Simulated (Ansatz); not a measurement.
**Run report: CH$_{7}$BFNSn, nudged elastic band (part 2 of 2)**

The same run, continued: CH$_{7}$BFNSn; RKS PBE/def2-SVP (Ansatz 0.2.0). It belongs to a series of runs on one base structure; here: band between the two ends.

Geometry of the input (Å):
```
F  -2.2941  0.6604  1.3076
B  -1.0318  0.8861  1.7273
N  0.0228  0.8484  0.7968
C  -0.0761  0.5642  -0.6217
Sn 0.8204  -1.3785  -1.1771
H  -0.8223  1.1294  2.9004
H  0.9695  1.0138  1.1444
H  0.4083  1.3529  -1.2348
H  -1.1440  0.5279  -0.9099
H  0.8960  -1.5766  -2.8961
H  2.4275  -1.4207  -0.5282
H  -0.0992  -2.6625  -0.4747
```

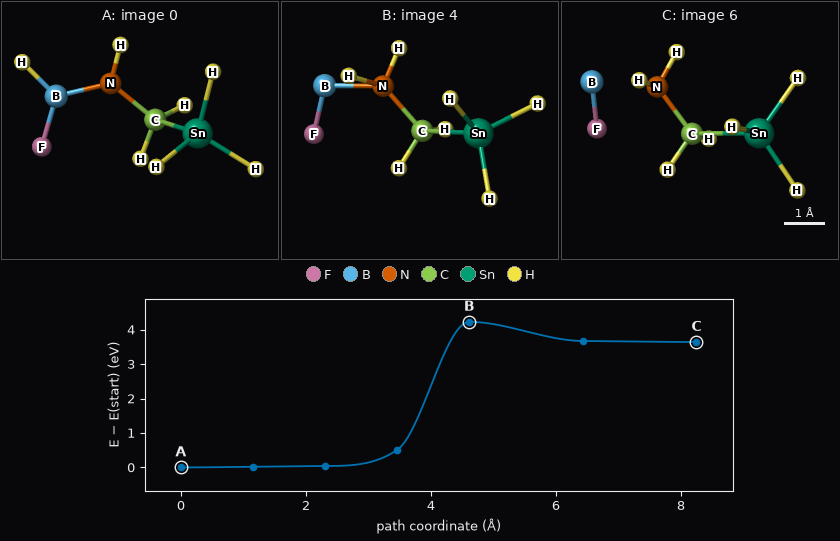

**Figure 1.** Images of the last band (counted from 0; ball-and-stick, seen at a tilt) above the energy along the path; the line is a cubic interpolation that uses the forces. The highest image is number 4, 4.228 eV above the start and 0.587 eV above the end (the climbing image); the end lies 3.641 eV above the start. The path is 8.25 Å long. The band converged in 33 iterations.

```
Total energy: -11851.11274201 eV, -435.5203602962 hartree
Atom 0 at    -2.156784     1.438994     1.576477 Å, force     0.005654    -0.001621    -0.001125 eV/Å
Atom 1 at    -0.863366     1.648644     1.872891 Å, force    -0.015546     0.012352     0.010357 eV/Å
Atom 2 at     0.011645     0.957510     0.769122 Å, force     0.006691    -0.018376     0.008468 eV/Å
Atom 3 at    -0.448015     0.203815    -0.437414 Å, force     0.010637    -0.007669     0.009184 eV/Å
Atom 4 at     0.857751    -1.441600    -1.097627 Å, force    -0.012727     0.001189     0.005350 eV/Å
Atom 5 at     0.191181     0.557414     1.904396 Å, force     0.005179     0.003521    -0.035672 eV/Å
Atom 6 at     0.923076     1.431472     0.685811 Å, force    -0.001545     0.008372    -0.001314 eV/Å
Atom 7 at    -0.575060     0.916583    -1.276810 Å, force    -0.001445     0.000505     0.000414 eV/Å
Atom 8 at    -1.452196    -0.198058    -0.200493 Å, force     0.001305    -0.000980     0.004907 eV/Å
Atom 9 at     1.893839    -0.879176    -2.361029 Å, force     0.004834     0.003565     0.007267 eV/Å
Atom 10 at     1.806373    -1.936819     0.259595 Å, force    -0.003016    -0.001712    -0.000422 eV/Å
Atom 11 at    -0.111543    -2.753779    -1.660919 Å, force    -0.000021     0.000853    -0.007415 eV/Å
Dipole moment:     0.356694    -0.414866    -0.786284 e Å
this run last wrote the band of iteration 33 to [file]; this run last wrote the band within `neb.f_tol` of iteration 28 to [file]
```

### The last band as extended XYZ (Å, eV, eV/Å)
```
12
Properties=species:S:1:pos:R:3:forces:R:3 image=0 energy=-11855.34024
F    -2.2941    0.6604    1.3076    0.0058  -0.0032   0.0013
B    -1.0318    0.8861    1.7273   -0.0080   0.0139  -0.0067
N     0.0228    0.8484    0.7968   -0.0043  -0.0055  -0.0093
C    -0.0761    0.5642   -0.6217   -0.0133  -0.0046   0.0132
Sn    0.8204   -1.3785   -1.1771    0.0044   0.0027  -0.0070
H    -0.8223    1.1294    2.9004    0.0030  -0.0050   0.0039
H     0.9695    1.0138    1.1444    0.0051   0.0006   0.0084
H     0.4083    1.3529   -1.2348    0.0080   0.0040  -0.0049
H    -1.1440    0.5279   -0.9099    0.0005  -0.0023  -0.0011
H     0.8960   -1.5766   -2.8961   -0.0002  -0.0011  -0.0022
H     2.4275   -1.4207   -0.5282    0.0003  -0.0004  -0.0001
H    -0.0992   -2.6625   -0.4747   -0.0013   0.0010   0.0045
12
Properties=species:S:1:pos:R:3:forces:R:3 image=1 energy=-11855.32129
F    -2.2122    0.6772    1.5218    0.0016  -0.0013  -0.0052
B    -0.9225    0.9839    1.7721   -0.0020  -0.0043   0.0037
N     0.0271    0.8882    0.7389    0.0000  -0.0009  -0.0082
C    -0.2067    0.4765   -0.6308   -0.0019   0.0036  -0.0029
Sn    0.8232   -1.4066   -1.1780   -0.0014  -0.0031   0.0060
H    -0.5946    1.3446    2.8868   -0.0047  -0.0040   0.0015
H     0.9967    1.1178    0.9667   -0.0012   0.0012   0.0066
H     0.1129    1.2538   -1.3573    0.0084   0.0015   0.0051
H    -1.2910    0.3103   -0.7775    0.0029   0.0061  -0.0041
H     1.4019   -1.3454   -2.8101   -0.0087  -0.0053  -0.0044
H     2.1705   -1.5884   -0.1040    0.0096   0.0072  -0.0079
H    -0.2285   -2.7668   -0.9946   -0.0026  -0.0006   0.0099
12
Properties=species:S:1:pos:R:3:forces:R:3 image=2 energy=-11855.30014
F    -2.0908    0.7142    1.7131   -0.0141  -0.0149   0.0047
B    -0.7986    1.0930    1.7918    0.0229  -0.0108   0.0129
N     0.0384    0.9340    0.6729   -0.0110   0.0038  -0.0420
C    -0.3300    0.3764   -0.6137   -0.0003   0.0002   0.0101
Sn    0.8163   -1.4379   -1.1726   -0.0108   0.0037   0.0115
H    -0.3730    1.5672    2.8283   -0.0027   0.0062  -0.0057
H     1.0119    1.2312    0.7618   -0.0014   0.0165   0.0172
H    -0.2047    1.1115   -1.4377    0.0149   0.0004   0.0047
H    -1.3986    0.0898   -0.5864    0.0024   0.0053  -0.0036
H     1.8122   -1.1142   -2.5539   -0.0014  -0.0094  -0.0011
H     1.8282   -1.8573    0.1677    0.0038  -0.0005  -0.0044
H    -0.2345   -2.7628   -1.5374   -0.0023  -0.0005  -0.0044
12
Properties=species:S:1:pos:R:3:forces:R:3 image=3 energy=-11854.82882
F    -2.0966    1.3228    1.6917    0.1352  -0.1576   0.2173
B    -0.7551    1.2286    1.7356    0.2263  -0.5937  -0.2119
N    -0.0019    1.0068    0.5763   -0.0449   0.0762  -0.3466
C    -0.4640    0.2877   -0.5827   -0.0453   0.0963  -0.1824
Sn    0.8522   -1.4075   -1.1252   -0.0375   0.0291  -0.0339
H    -0.0570    1.0439    2.6898   -0.2945   0.7880   1.1660
H     0.9957    1.1979    0.6700    0.1382  -0.3065  -0.0865
H    -0.5781    0.9347   -1.4723   -0.0461  -0.0037  -0.2954
H    -1.4559   -0.1467   -0.3416   -0.0110   0.0691  -0.1625
H     1.9609   -0.8696   -2.3406    0.0262  -0.0302  -0.0241
H     1.7570   -1.9214    0.2614   -0.0526   0.0442  -0.0113
H    -0.0802   -2.7321   -1.7284    0.0061  -0.0111  -0.0287
12
Properties=species:S:1:pos:R:3:forces:R:3 image=4 energy=-11851.11269
F    -2.1568    1.4390    1.5765    0.0057  -0.0016  -0.0011
B    -0.8634    1.6486    1.8729   -0.0155   0.0124   0.0104
N     0.0116    0.9575    0.7691    0.0067  -0.0184   0.0085
C    -0.4480    0.2038   -0.4374    0.0106  -0.0077   0.0092
Sn    0.8578   -1.4416   -1.0976   -0.0127   0.0012   0.0053
H     0.1912    0.5574    1.9044    0.0052   0.0035  -0.0357
H     0.9231    1.4315    0.6858   -0.0015   0.0084  -0.0013
H    -0.5751    0.9166   -1.2768   -0.0014   0.0005   0.0004
H    -1.4522   -0.1981   -0.2005    0.0013  -0.0010   0.0049
H     1.8938   -0.8792   -2.3610    0.0048   0.0036   0.0073
H     1.8064   -1.9368    0.2596   -0.0030  -0.0017  -0.0004
H    -0.1115   -2.7538   -1.6609    0.0000   0.0009  -0.0074
12
Properties=species:S:1:pos:R:3:forces:R:3 image=5 energy=-11851.66958
F    -2.2229    2.0329    1.1293   -0.0151   0.0091  -0.0178
B    -1.1973    2.0834    1.9514    0.0101   0.0049   0.0165
N    -0.0201    0.6949    1.0055   -0.0379  -0.0067   0.0087
C    -0.3652    0.1801   -0.3220   -0.0037  -0.0086  -0.0374
Sn    0.9213   -1.4307   -1.1528   -0.0134  -0.0040   0.0057
H    -0.0008   -0.0336    1.7338    0.0207   0.0029   0.0061
H     0.8995    1.1551    1.0411    0.0140  -0.0048   0.0097
H    -0.3578    1.0221   -1.0422    0.0100   0.0041   0.0097
H    -1.4069   -0.1975   -0.2957    0.0045  -0.0024   0.0062
H     1.3827   -1.1053   -2.7886    0.0024   0.0009   0.0004
H     2.3351   -1.4995   -0.1526    0.0078   0.0081  -0.0105
H     0.1094   -2.9569   -1.0734    0.0007  -0.0035   0.0026
12
Properties=species:S:1:pos:R:3:forces:R:3 image=6 energy=-11851.69932
F    -1.9580    2.3882    0.9422    0.0101  -0.0058   0.0161
B    -1.3258    1.9610    2.0128   -0.0078   0.0053  -0.0176
N    -0.1940    0.4865    1.0874    0.0011   0.0054   0.0133
C    -0.2751    0.2636   -0.3589    0.0022  -0.0070  -0.0080
Sn    0.9672   -1.3798   -1.1705   -0.0001   0.0002   0.0001
H    -0.4731   -0.3332    1.6453    0.0020   0.0021  -0.0030
H     0.7493    0.7434    1.4109   -0.0041  -0.0033  -0.0014
H     0.0082    1.1998   -0.8797   -0.0027   0.0013   0.0017
H    -1.3312    0.0627   -0.6286    0.0002   0.0011  -0.0023
H     0.7934   -1.5643   -2.8825   -0.0001   0.0008   0.0010
H     2.6196   -1.0424   -0.7766   -0.0019   0.0006  -0.0001
H     0.4962   -2.8404   -0.3678    0.0011  -0.0006   0.0003
```

### Summary

- outcome: converged
- barrier, forward: 4.228 eV
- barrier, backward: 0.587 eV
- hardware: 2 threads of Intel Xeon @ 2.50GHz (Skylake/Cascade Lake), 16 GiB of memory available, shared host
- wall time: 7.3 min (CPU time 14 min)
- peak memory: 0.18 GiB

### Notes

The order of the saddle point was not checked.
